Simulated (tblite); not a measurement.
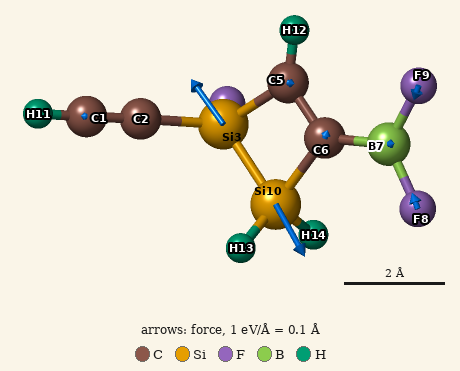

Starting geometry of C₄H₄BF₃Si₂ with the computed forces as blue arrows. A ball-and-stick model, seen at a tilt.

The calculation used GFN2-xTB geometry optimisation, gas phase (tblite). 

Is this structure relaxed? If not, where do the atoms go?

Answer. It isn't relaxed: the largest force vector, on Si atoms, is 12.45 eV/Å. The final displacements have little in common with the starting forces (cosine between the two patterns 0.25). The atom that moves furthest after the best rigid fit is an H atom (0.67 Å). Largest moves by element: H 0.67 Å, C 0.37 Å, F 0.37 Å, Si 0.34 Å, B 0.10 Å. Among the contacts that change: Si–Si 2.003 → 2.338 Å, B–F 1.451 → 1.327 Å, F–Si 1.695 → 1.627 Å, C–Si 1.857 → 1.911 Å. Bond angles that change, for instance: C–Si–Si 114.8° → 129.4°, C–Si–F 114.7° → 103.7°, H–Si–H 119.1° → 108.4°. Over 75 geometry steps the energy falls by 53.8 kcal/mol.
